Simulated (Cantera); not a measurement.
A closed system holds: 1 mol PH₃, 0.041 mol H₂, 0.18 mol O₂, equilibrated at 0.0975 Torr.

Equilibrium computed with Cantera from the NASA thermochemical tables; the gas is ideal and each condensed phase is pure. Candidate condensed phases: H₂O, P, P₄O₁₀; 17 gas species. Gases not in the tables: HPO₂, HPO₃ and P₄O₆. Rates play no part.

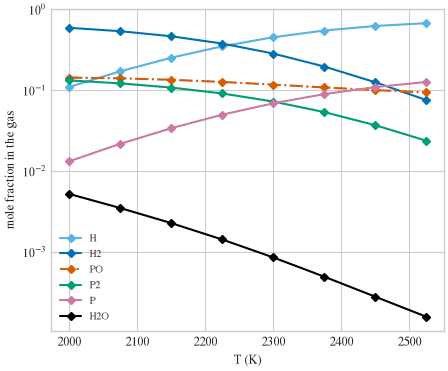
Equilibrium gas composition (values under 1e-9 drawn at 1e-9)

From 2000 K to 2525 K nothing is condensed.
